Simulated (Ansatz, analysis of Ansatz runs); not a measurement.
**Migration in LaOF (R-3m): H transfer from O to F, charge +1**

Wanted: path and barrier of a jump of H in LaOF (R-3m) at charge +1. The case: H transfer from O to F, in a cell of 36 host atoms with 1 H put in.

Main program and level: Ansatz 0.2.0; plane-wave PAW DFT, PBEsol; relaxation of all atoms of a defect supercell at fixed charge in a uniform background.

## Step 1: Starting point

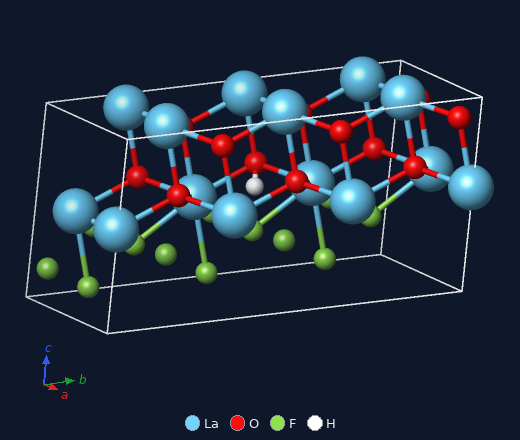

The cell as given, slightly off an axis (lanthanum blue, oxygen red, fluorine green, hydrogen white). Bonds to atoms that aren't drawn are left out. Some periodic images of atoms are drawn too.

The cell holds 37 atoms: 12 La, 12 O, 12 F and 1 H. Its edges and angles: a = 8.026 Å, b = 12.040 Å, c = 7.079 Å, α = 73.5°, β = 73.5°, γ = 60.0°. It derives from LaOF (space group R-3m). Nearest the centre at fractional (0.878, 0.417, 0.739): H37 at 0.46 Å, F11 at 1.43 Å, O27 at 1.46 Å, La26 at 2.02 Å, La20 at 2.02 Å, F30 at 3.09 Å, F24 at 3.09 Å, O9 at 3.18 Å. The cell carries charge +1.

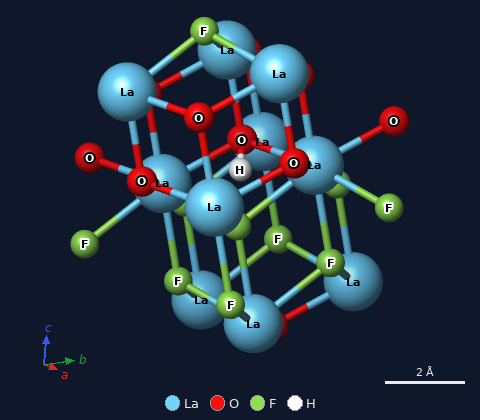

The atoms within 5 Å of the centre.

The cell's shortest repeat is 7.1 Å.

## Step 2: Relaxation of the start point, charge +1

A barrier is counted from a minimum, so both ends are relaxed first. Small random displacements break the symmetry of the ideal sites, so that the defect can distort if it gains by it. The charge of +1 is set by the electron count, and a uniform background keeps the cell neutral.

The input, qp1.start/input.yaml:

```yaml
crystal:
  lattice:
    - [-4.01323028, 6.95111875, 0.0]
    - [-12.03969085, 0.0, 0.0]
    - [-2.00661514, 1.15851979, 6.68937332]
  atoms:
    - { symbol: La, position: [0.12912111, 0.08608074, 0.22527337] }
    - { symbol: La, position: [0.37087889, 0.2472526, 0.77472663] }
    - { symbol: O, position: [0.1884472, 0.12563147, 0.86931681] }
    - { symbol: O, position: [0.3115528, 0.20770187, 0.13068319] }
    - { symbol: F, position: [0.06449263, 0.04299509, 0.6130442] }
    - { symbol: F, position: [0.43550737, 0.29033824, 0.3869558] }
    - { symbol: La, position: [0.12912111, 0.41941407, 0.22527337] }
    - { symbol: La, position: [0.37087889, 0.58058593, 0.77472663] }
    - { symbol: O, position: [0.1884472, 0.4589648, 0.86931681] }
    - { symbol: O, position: [0.3115528, 0.5410352, 0.13068319] }
    - { symbol: F, position: [0.06449263, 0.37632842, 0.6130442] }
    - { symbol: F, position: [0.43550737, 0.62367158, 0.3869558] }
    - { symbol: La, position: [0.12912111, 0.7527474, 0.22527337] }
    - { symbol: La, position: [0.37087889, 0.91391926, 0.77472663] }
    - { symbol: O, position: [0.1884472, 0.79229813, 0.86931681] }
    - { symbol: O, position: [0.3115528, 0.87436853, 0.13068319] }
    - { symbol: F, position: [0.06449263, 0.70966176, 0.6130442] }
    - { symbol: F, position: [0.43550737, 0.95700491, 0.3869558] }
    - { symbol: La, position: [0.62912111, 0.08608074, 0.22527337] }
    - { symbol: La, position: [0.87087889, 0.2472526, 0.77472663] }
    - { symbol: O, position: [0.6884472, 0.12563147, 0.86931681] }
    - { symbol: O, position: [0.8115528, 0.20770187, 0.13068319] }
    - { symbol: F, position: [0.56449263, 0.04299509, 0.6130442] }
    - { symbol: F, position: [0.93550737, 0.29033824, 0.3869558] }
    - { symbol: La, position: [0.62912111, 0.41941407, 0.22527337] }
    - { symbol: La, position: [0.87087889, 0.58058593, 0.77472663] }
    - { symbol: O, position: [0.6884472, 0.4589648, 0.86931681] }
    - { symbol: O, position: [0.8115528, 0.5410352, 0.13068319] }
    - { symbol: F, position: [0.56449263, 0.37632842, 0.6130442] }
    - { symbol: F, position: [0.93550737, 0.62367158, 0.3869558] }
    - { symbol: La, position: [0.62912111, 0.7527474, 0.22527337] }
    - { symbol: La, position: [0.87087889, 0.91391926, 0.77472663] }
    - { symbol: O, position: [0.6884472, 0.79229813, 0.86931681] }
    - { symbol: O, position: [0.8115528, 0.87436853, 0.13068319] }
    - { symbol: F, position: [0.56449263, 0.70966176, 0.6130442] }
    - { symbol: F, position: [0.93550737, 0.95700491, 0.3869558] }
    - { symbol: H, position: [0.818278, 0.430606, 0.779808] }
total_charge: 1
basis:
  ecutwfc: 420
  xc_grid: 2
hamiltonian:
  xc: pbesol
kpoints:
  mp_grid: { grid: [1, 1, 1], shift: [0.25, 0.25, 0.25] }
scf:
  occupations: { method: fixed }
  max_iter: 100
output:
  forces: true
relax:
  f_tol: 0.02
  max_steps: 70
  random_displacement: { amplitude: 0.03, seed: 4400 }
```

Command:

```console
$ ansatz run input.yaml --threads 4 --pin off --max-ram 7536MiB --backend cpu --events-out ev --progress --plain --runs-dir out
```

Numbers of over 12 decimals in the logs are rounded to 6 here.

The program printed:

```text
[... repeated set-up lines and file paths are left out, and long positions are rounded to six places ...]
The last accepted step is kept in <dir> (removed where the run ends without a failure and the disk answers)
Engine: ansatz 0.2.0, x86_64-unknown-linux-gnu
Pseudopotentials: kind: paw
Pseudopotential: La, paw, valence charge 11, recommended cutoff 420 eV (normal), La.paw.azcp
Pseudopotential: O, paw, valence charge 6, recommended cutoff 420 eV (normal), O.paw.azcp
Pseudopotential: F, paw, valence charge 7, recommended cutoff 420 eV (normal), F.paw.azcp
Pseudopotential: H, paw, valence charge 1, recommended cutoff 420 eV (normal), H.paw.azcp
Functional definition: PBEsol
  exchange = pbesol_x
  correlation = pbesol_c
Crystal: 37 atoms, lattice volume = 559.829 Å³
Basis set: ecut = 420 eV, 10937 PW (Γ), exchange–correlation on 108×162×96 points (8 copies of the dense FFT grid, shifted against one another)
Bands: 181, of which v1, the nominal top of the filled ones, is band 144 counted from 1 (143 counted from 0)
Symmetry: 1 space group operations
k-points: 1
Non-local potential: La, projectors of the file, l = 0: 3, l = 1: 2, l = 2: 2, l = 3: 3
Non-local potential: O, projectors of the file, l = 0: 2, l = 1: 2, l = 2: 1
Non-local potential: F, projectors of the file, l = 0: 2, l = 1: 2, l = 2: 1
Non-local potential: H, projectors of the file, l = 0: 2, l = 1: 1
PAW form: soft (Blöchl's): semilocal exchange-correlation on the pseudo side does not see the compensation charge
PAW frozen core: La, regenerated for the run's functional, and the local potential with it (the file was generated under x = pbe(κ = 0.804, μ = 0.219515), c = pbe(β = 0.066725))
PAW frozen core: O, regenerated for the run's functional, and the local potential with it (the file was generated under x = pbe(κ = 0.804, μ = 0.219515), c = pbe(β = 0.066725))
PAW frozen core: F, regenerated for the run's functional, and the local potential with it (the file was generated under x = pbe(κ = 0.804, μ = 0.219515), c = pbe(β = 0.066725))
PAW one-centre angular grid: La, 590 points (default); XC on 64 Gauss nodes
PAW one-centre angular grid: O, 110 points (default); XC on 64 Gauss nodes
PAW one-centre angular grid: F, 110 points (default); XC on 64 Gauss nodes
PAW one-centre angular grid: H, 110 points (default); XC on 64 Gauss nodes
Initial density: superposition of atomic densities (neutral atoms scaled as one to the charged cell's electrons: chi_scale 0, normalization atom), corrected by the library's trained network
Initial wavefunctions: pseudopotential atomic-orbital guess
Functional: x = pbesol(κ = 0.804, μ = 0.123457), c = pbesol(β = 0.046)
SCF iter   1: F=—  HF=-90370.542639 eV  |F-HF|=—  |Δ(HF+E_count)|=         —  Δρ=9.15e-3  dr2=5.02e-1  ethr=1.77e-3  ⟨swp⟩=7.0  Hψ=640  notcnv=0  defer=35
preconditioner: auto → Resta (q_TF=auto, 2.442 Å⁻¹)  ε∞=4.7  [insulator: Δε(μ)=3.843 eV  Ē_g=13.287 eV  n_scr=134 (ndim 8)  ℏωp=25.5 eV  f_vac=0.067  ε∞_Penn≈4.7]
SCF iter   2: F=—  HF=-90370.450950 eV  |F-HF|=—  |Δ(HF+E_count)|=   9.17e-2  Δρ=3.69e-3  dr2=6.20e-2  ethr=1.74e-4  ⟨swp⟩=4.0  Hψ=393  notcnv=0  defer=35
SCF iter   3: F=—  HF=-90370.440003 eV  |F-HF|=—  |Δ(HF+E_count)|=   1.09e-2  Δρ=1.19e-3  dr2=1.33e-2  ethr=2.15e-5  ⟨swp⟩=3.0  Hψ=285  notcnv=0  defer=35
SCF iter   4: F=—  HF=-90370.438197 eV  |F-HF|=—  |Δ(HF+E_count)|=   1.81e-3  Δρ=6.39e-4  dr2=2.16e-3  ethr=4.63e-6  ⟨swp⟩=4.0  Hψ=347  notcnv=0  defer=35
SCF iter   5: F=—  HF=-90370.438220 eV  |F-HF|=—  |Δ(HF+E_count)|=   2.29e-5  Δρ=1.57e-4  dr2=1.44e-4  ethr=7.51e-7  ⟨swp⟩=3.0  Hψ=377  notcnv=0  defer=35
SCF iter   6: F=—  HF=-90370.438252 eV  |F-HF|=—  |Δ(HF+E_count)|=   3.12e-5  Δρ=6.08e-5  dr2=1.88e-5  ethr=4.99e-8  ⟨swp⟩=2.0  Hψ=336  notcnv=0  defer=35
SCF iter   7: F=-90370.438252 eV  HF=-90370.438256 eV  |F-HF|=4.63e-6  |Δ(HF+E_count)|=   4.83e-6  Δρ=4.12e-5  dr2=8.26e-6  ethr=3.47e-9  ⟨swp⟩=5.0  Hψ=613  notcnv=0
SCF 1 converged in 7 iterations: F = -90370.438252 eV  dr2 = 8.26e-6
  greatest PAW one-centre occupation: 0.973 electrons in one spin orbital (limit 2), on the La atom at site 0 (counted from 0), in its partial waves of l = 0
relax step   1: F+E_penalty+E_count = -90370.43825176 eV  Δ(F+E_penalty+E_count) = +0.000e0 eV  max|allowed force component| = 4.650e0 eV/Å  Δτ_max = 0.0000 Å  (7 SCF iters, dr2 threshold 1.00e-5 eV, accepted)
[... the SCF cycles and remarks between the steps are left out from here to the last step ...]
relax step   2: F+E_penalty+E_count = -90371.64085777 eV  Δ(F+E_penalty+E_count) = -1.203e0 eV  max|allowed force component| = 5.863e-1 eV/Å  Δτ_max = 0.1949 Å  (6 SCF iters, dr2 threshold 1.00e-4 eV, accepted)
relax step   3: F+E_penalty+E_count = -90371.85904533 eV  Δ(F+E_penalty+E_count) = -2.182e-1 eV  max|allowed force component| = 4.529e-1 eV/Å  Δτ_max = 0.1317 Å  (6 SCF iters, dr2 threshold 2.15e-5 eV, accepted)
relax step   4: F+E_penalty+E_count = -90371.92598768 eV  Δ(F+E_penalty+E_count) = -6.694e-2 eV  max|allowed force component| = 3.803e-1 eV/Å  Δτ_max = 0.1774 Å  (6 SCF iters, dr2 threshold 1.28e-5 eV, accepted)
relax step   5: F+E_penalty+E_count = -90371.96339786 eV  Δ(F+E_penalty+E_count) = -3.741e-2 eV  max|allowed force component| = 3.427e-1 eV/Å  Δτ_max = 0.1272 Å  (6 SCF iters, dr2 threshold 8.63e-5 eV, accepted)
relax step   6: F+E_penalty+E_count = -90372.00137937 eV  Δ(F+E_penalty+E_count) = -3.798e-2 eV  max|allowed force component| = 4.447e-1 eV/Å  Δτ_max = 0.1955 Å  (6 SCF iters, dr2 threshold 8.28e-5 eV, accepted)
relax step   7: F+E_penalty+E_count = -90372.04741565 eV  Δ(F+E_penalty+E_count) = -4.604e-2 eV  max|allowed force component| = 1.341e-1 eV/Å  Δτ_max = 0.2000 Å  (6 SCF iters, dr2 threshold 1.00e-4 eV, accepted)
relax step   8: F+E_penalty+E_count = -90372.06620474 eV  Δ(F+E_penalty+E_count) = -1.879e-2 eV  max|allowed force component| = 2.598e-1 eV/Å  Δτ_max = 0.1732 Å  (7 SCF iters, dr2 threshold 1.64e-6 eV, accepted)
relax step   9: F+E_penalty+E_count = -90372.07185569 eV  Δ(F+E_penalty+E_count) = -5.651e-3 eV  max|allowed force component| = 9.776e-2 eV/Å  Δτ_max = 0.0221 Å  (5 SCF iters, dr2 threshold 6.14e-6 eV, accepted)
relax step  10: F+E_penalty+E_count = -90372.07246169 eV  Δ(F+E_penalty+E_count) = -6.060e-4 eV  max|allowed force component| = 3.525e-2 eV/Å  Δτ_max = 0.0111 Å  (5 SCF iters, dr2 threshold 1.35e-6 eV, accepted)
SCF iter   1: F=—  HF=-90372.072158 eV  |F-HF|=—  |Δ(HF+E_count)|=         —  Δρ=1.78e-4  dr2=1.05e-4  ethr=4.40e-7  ⟨swp⟩=2.0  Hψ=325  notcnv=0  defer=35
SCF iter   2: F=—  HF=-90372.072128 eV  |F-HF|=—  |Δ(HF+E_count)|=   3.00e-5  Δρ=8.84e-5  dr2=2.81e-5  ethr=3.66e-8  ⟨swp⟩=2.0  Hψ=279  notcnv=0  defer=32
SCF iter   3: F=—  HF=-90372.072522 eV  |F-HF|=—  |Δ(HF+E_count)|=   3.94e-4  Δρ=3.37e-5  dr2=5.06e-6  ethr=9.74e-9  ⟨swp⟩=3.0  Hψ=275  notcnv=0  defer=31
SCF iter   4: F=—  HF=-90372.072521 eV  |F-HF|=—  |Δ(HF+E_count)|=   1.06e-6  Δρ=9.15e-6  dr2=3.52e-7  ethr=1.76e-9  ⟨swp⟩=3.0  Hψ=272  notcnv=0  defer=31
SCF iter   5: F=—  HF=-90372.072521 eV  |F-HF|=—  |Δ(HF+E_count)|=   2.56e-8  Δρ=5.35e-6  dr2=1.39e-7  ethr=3.47e-11  ⟨swp⟩=5.0  Hψ=628  notcnv=0
SCF iter   6: F=-90372.072521 eV  HF=-90372.072521 eV  |F-HF|=4.07e-9  |Δ(HF+E_count)|=   1.98e-8  Δρ=1.23e-6  dr2=7.00e-9  ethr=3.47e-11  ⟨swp⟩=5.0  Hψ=570  notcnv=0
SCF 11 converged in 6 iterations: F = -90372.072521 eV  dr2 = 7.00e-9
relax step  11: F+E_penalty+E_count = -90372.07252091 eV  Δ(F+E_penalty+E_count) = -5.921e-5 eV  max|allowed force component| = 9.287e-3 eV/Å  Δτ_max = 0.0021 Å  (6 SCF iters, accepted)
SCF converged after 6 iterations
Free energy (F): -90372.072521 eV
Harris-Foulkes:  -90372.072521 eV  (|F-HF|=4.07e-9)
Internal energy: -90372.072521 eV  (E = F + TS)
E sigma→0 (E₀):  -90372.072521 eV
Fermi energy:    8.396166 eV
--- Per-component energies (eV) ---
  E_band       = -471.709652
  E_kinetic    = 6901.454640
  E_local      = -14428.121554  (includes V_loc(G=0)·N_el)
  E_nonlocal   = 2638.418270
  E_hartree    = 5277.719920
  E_xc         = -3497.349966
  E_vxc        = -4130.880406  (∫ρ·V_xc dr)
  E_paw        = -68103.078702  (= ΣΔE_a)
  E_vpaw       = -2008.072486  (= ΣTr[D̂ρ^β])
  E_aug_tail   = 0.052069  (compensation charges beyond the density's cutoff)
  E_ewald      = -19164.134077
  E_core_change = 2.966880  (= ΣΔE_core)
  E_smearing   = -0.000000  (= −TS)
  E_closure    = 0.000000  (closes the sum)
  E_deformation_potential = 18.988447  (in the stress; not in F)
  Σ components = -90372.072521   (vs F -90372.072521, Δ=0.00e0)
--- Forces (eV/Å), atoms counted from 1 ---
  atom   1  La     0.00060179     0.00013593     0.00109228
  atom   2  La     0.00036782    -0.00017611    -0.00091674
  atom   3  O     -0.00411244     0.00225838    -0.00032956
  atom   4  O      0.00215251    -0.00296057    -0.00014807
  atom   5  F      0.00052310    -0.00118620    -0.00068202
  atom   6  F     -0.00013656     0.00061717     0.00015489
  atom   7  La    -0.00145541     0.00036298     0.00064043
  atom   8  La    -0.00140440     0.00074902     0.00086110
  atom   9  O      0.00020394     0.00200324    -0.00098200
  atom  10  O      0.00150573    -0.00210869     0.00201653
  atom  11  F      0.00031717     0.00307780    -0.00135969
  atom  12  F     -0.00092685    -0.00017292     0.00113286
  atom  13  La     0.00014794     0.00078358     0.00015700
  atom  14  La     0.00246990     0.00070084     0.00030633
  atom  15  O     -0.00164849     0.00341249    -0.00083616
  atom  16  O      0.00166102    -0.00460471    -0.00010364
  atom  17  F      0.00052588    -0.00059947    -0.00078601
  atom  18  F     -0.00095126     0.00032311    -0.00039296
  atom  19  La     0.00111965     0.00109829     0.00058843
  atom  20  La    -0.00131927    -0.00107009     0.00050650
  atom  21  O     -0.00186090     0.00132172    -0.00106370
  atom  22  O      0.00092283    -0.00203734    -0.00005214
  atom  23  F     -0.00030495    -0.00079321    -0.00021147
  atom  24  F     -0.00034979     0.00235213     0.00047943
  atom  25  La    -0.00038221    -0.00051484    -0.00403458
  atom  26  La     0.00030046    -0.00151817    -0.00082064
  atom  27  O     -0.00042146     0.00077154     0.00928708
  atom  28  O      0.00229507    -0.00065236    -0.00103512
  atom  29  F      0.00430678    -0.00261491     0.00147000
  atom  30  F     -0.00023902     0.00144364     0.00090969
  atom  31  La    -0.00150305    -0.00018280    -0.00004912
  atom  32  La     0.00162377     0.00011477     0.00115860
  atom  33  O     -0.00108690     0.00302966    -0.00027859
  atom  34  O      0.00049216    -0.00239544    -0.00076862
  atom  35  F     -0.00227224    -0.00239268    -0.00023133
  atom  36  F     -0.00130184     0.00054710     0.00029427
  atom  37  H      0.00013668     0.00087583    -0.00595200
  max |Σ_I F_I| component: 2.13e-5 eV/Å
--- Relaxed structure (11 steps of the walk, 11 accepted, 0 SCFs on fresh bases) ---
  F+E_penalty+E_count = -90372.07252091 eV   max|allowed force component| = 9.287e-3 eV/Å
  atoms:
    - { symbol: La, position: [0.134348, 0.083558, 0.227786] }
    - { symbol: La, position: [0.373134, 0.246275, 0.777684] }
    - { symbol: O, position: [0.195610, 0.120570, 0.871733] }
    - { symbol: O, position: [0.314162, 0.207710, 0.132583] }
    - { symbol: F, position: [0.071932, 0.037427, 0.615221] }
    - { symbol: F, position: [0.436904, 0.290343, 0.392605] }
    - { symbol: La, position: [0.133113, 0.416732, 0.230430] }
    - { symbol: La, position: [0.353704, 0.588249, 0.776640] }
    - { symbol: O, position: [0.189767, 0.460436, 0.871937] }
    - { symbol: O, position: [0.323068, 0.538189, 0.128570] }
    - { symbol: F, position: [0.061221, 0.376084, 0.619221] }
    - { symbol: F, position: [0.437016, 0.621968, 0.392717] }
    - { symbol: La, position: [0.131634, 0.753135, 0.226155] }
    - { symbol: La, position: [0.378626, 0.909910, 0.776820] }
    - { symbol: O, position: [0.187599, 0.792333, 0.871824] }
    - { symbol: O, position: [0.316981, 0.871831, 0.132789] }
    - { symbol: F, position: [0.064096, 0.712511, 0.613302] }
    - { symbol: F, position: [0.439100, 0.954882, 0.390076] }
    - { symbol: La, position: [0.631133, 0.084595, 0.230392] }
    - { symbol: La, position: [0.888270, 0.229150, 0.776850] }
    - { symbol: O, position: [0.690784, 0.123834, 0.871876] }
    - { symbol: O, position: [0.813443, 0.210977, 0.128618] }
    - { symbol: F, position: [0.566539, 0.042343, 0.616016] }
    - { symbol: F, position: [0.939538, 0.287488, 0.392115] }
    - { symbol: La, position: [0.630875, 0.416345, 0.237971] }
    - { symbol: La, position: [0.882320, 0.586478, 0.776842] }
    - { symbol: O, position: [0.696434, 0.459230, 0.843575] }
    - { symbol: O, position: [0.812404, 0.537150, 0.130364] }
    - { symbol: F, position: [0.572181, 0.377022, 0.612538] }
    - { symbol: F, position: [0.941248, 0.621059, 0.388615] }
    - { symbol: La, position: [0.631571, 0.751576, 0.230336] }
    - { symbol: La, position: [0.869346, 0.915422, 0.777870] }
    - { symbol: O, position: [0.693929, 0.790732, 0.873212] }
    - { symbol: O, position: [0.813345, 0.874002, 0.134645] }
    - { symbol: F, position: [0.572144, 0.702984, 0.618671] }
    - { symbol: F, position: [0.937885, 0.957955, 0.387053] }
    - { symbol: H, position: [0.722057, 0.473630, 0.697076] }
```

Wall time 16 s (4 threads of AMD EPYC 9R45, shared host); peak memory 0.97 GiB.

Step by step:

```tsv
step	energy less that of the first step (eV)	largest force component (eV/Å)
1	0.0000	4.6505
2	-1.2026	0.5863
3	-1.4208	0.4529
4	-1.4877	0.3803
5	-1.5251	0.3427
6	-1.5631	0.4447
7	-1.6092	0.1341
8	-1.6280	0.2598
9	-1.6336	0.0978
10	-1.6342	0.0352
11	-1.6343	0.0093
```

The atoms that moved most (Å, from the sites as typed, ahead of the random displacement, the mean shift of all atoms taken out):

```tsv
atom	dx	dy	dz	length
H37	0.035	-0.770	-0.552	0.948
La20	0.145	0.118	0.015	0.187
O27	0.017	0.020	-0.171	0.173
La26	-0.120	0.077	0.015	0.144
La8	-0.027	-0.122	0.014	0.126
La25	0.005	0.022	0.086	0.089
F35	0.039	0.054	0.039	0.077
O10	-0.007	0.072	-0.013	0.074
```

The relaxed structure:

```xyz
37
Lattice="-4.0132 6.9511 0.0000 -12.0397 0.0000 0.0000 -2.0066 1.1585 6.6894" Properties=species:S:1:pos:R:3 pbc="T T T"
La   -2.0023    1.1978    1.5237
La   -6.0231    3.4947    5.2022
O    -3.9859    2.3696    5.8313
O    -4.0276    2.3374    0.8869
F    -1.9738    1.2128    4.1154
F    -6.0368    3.4918    2.6263
La   -6.0139    1.1922    1.5414
La  -10.0602    3.3584    5.1952
O    -8.0547    2.3292    5.8327
O    -8.0342    2.3946    0.8601
F    -6.0162    1.1429    4.1422
F   -10.0302    3.4927    2.6270
La  -10.0496    1.1770    1.5128
La  -14.0333    3.5318    5.1964
O   -12.0417    2.3140    5.8320
O   -12.0351    2.3572    0.8883
F   -10.0663    1.1561    4.1026
F   -14.0414    3.5041    2.6094
La   -4.0137    4.6540    1.5412
La   -7.8826    7.0745    5.1966
O    -6.0127    5.8118    5.8323
O    -6.0627    5.8033    0.8604
F    -4.0196    4.6517    4.1208
F    -8.0187    6.9851    2.6230
La   -8.0220    4.6610    1.5919
La  -12.1608    7.0331    5.1966
O   -10.0167    5.8183    5.6430
O    -9.9891    5.7981    0.8721
F    -8.0647    4.6869    4.0975
F   -12.0346    6.9929    2.5996
La  -12.0456    4.6570    1.5408
La  -16.0712    6.9441    5.2035
O   -14.0573    5.8352    5.8412
O   -14.0570    5.8096    0.9007
F   -12.0013    4.6938    4.1385
F   -16.0741    6.9678    2.5891
H    -9.9989    5.8267    4.6630
```

Neighbours of H37 at the end:

```tsv
atom	distance (Å)
O27	0.980
F29	2.315
F11	2.327
F35	2.360
La20	2.514
La8	2.526
La26	2.533
F24	3.070
F12	3.097
F30	3.124
```

Numbers from this step:

```yaml
free_energy: -90372.0725 eV
r_m_s_move_of_the_farther_half_of_the_atoms: 0.02821 Å
largest_move_from_the_ideal_geometry_of_this_structure_a_common_shift_of_the_far_atoms_taken_out: 0.9744 Å
```

The relaxation gained 1.634 eV and ended with a largest force component of 0.0093 eV/Å.

(Part 1 of 2 ends here.)

[Logs are printed without paths, hosts, clocks, repeated set-up lines and the standing remarks that a program may print on its own settings, such as how far it seeks lower states.]

[Hosts, paths, dates, database ids (printed as entryN), source tags and the programs' standing remarks are cut or masked in the printed files.]
